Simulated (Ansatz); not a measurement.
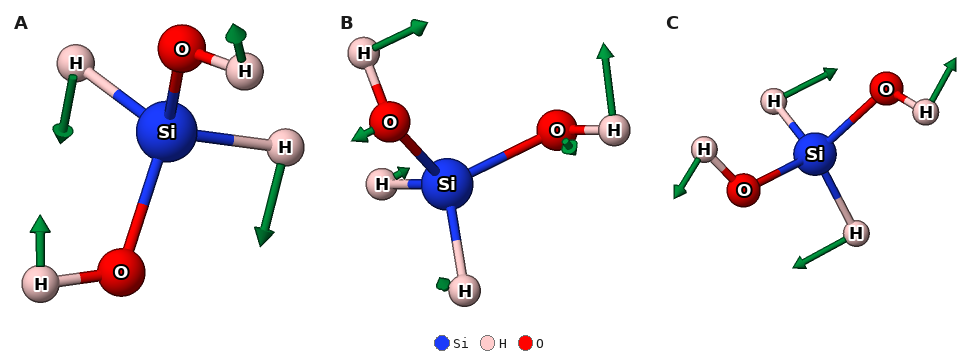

3 normal modes of one molecule or complex, as arrows. Harmonic vibrations computed with RKS PBE0-D4/def2-TZVP (Ansatz 0.2.0) at a stationary point of the same level.

Question: Match the panels to the wavenumbers 367 cm⁻¹, 750 cm⁻¹, 925 cm⁻¹.

Answer: A: 925 cm⁻¹, H–Si–O bending
B: 367 cm⁻¹
C: 750 cm⁻¹, angle bending
